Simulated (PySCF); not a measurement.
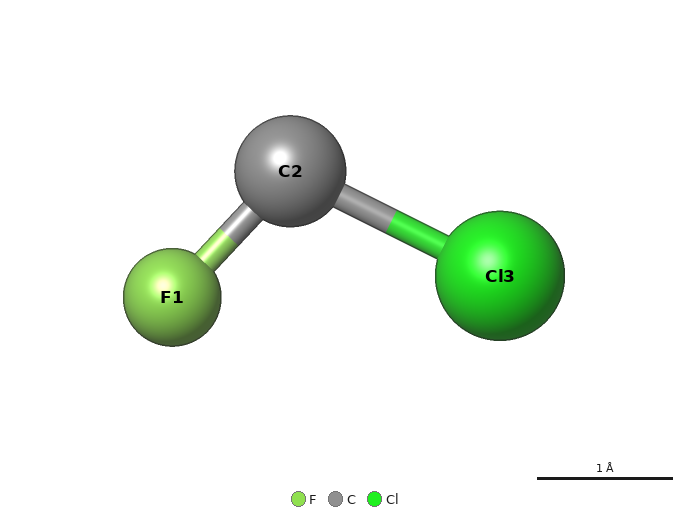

Orthographic view. Distant atoms are faded towards the background colour. The geometry was computed by an optimisation with PBE0-D3(BJ)/def2-SVP. No frequency run is at hand to confirm it as a minimum.

Write a Z-matrix (Å, degrees) in the order of the atom numbers, with these reference atoms: 2 to 1; 3 to 2, 1.

```
F  
C    1   1.285
Cl   2   1.744   1   106.6
```
